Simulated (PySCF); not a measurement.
SMILES C[SiH](C)[SeH] at its PBE0/def2-SVP optimised geometry (Å):

```
12

Si    -0.2464    -0.6368     0.0000
C      1.6312    -0.6368     0.0000
C     -0.9237     1.1144     0.0000
Se    -1.0772    -1.8481    -1.7706
H     -0.7664    -1.3961     1.1791
H      2.0238    -0.1244    -0.8924
H      2.0221    -1.6651     0.0027
H      2.0179    -0.1141     0.8902
H     -2.0238     1.1082     0.0028
H     -0.5874     1.6651    -0.8926
H     -0.5754     1.6637     0.8900
H     -0.4718    -0.9577    -2.7751
```

Computed with PBE0/def2-TZVP (PySCF).

Map of the log10 of the electron density (e/bohr³), floored at −4 on the plane z = 0.6 Å:

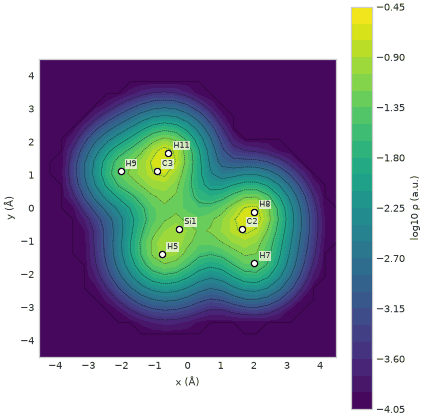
Log10 of the electron density (e/bohr³), floored at −4 on the plane z = 0.6 Å.
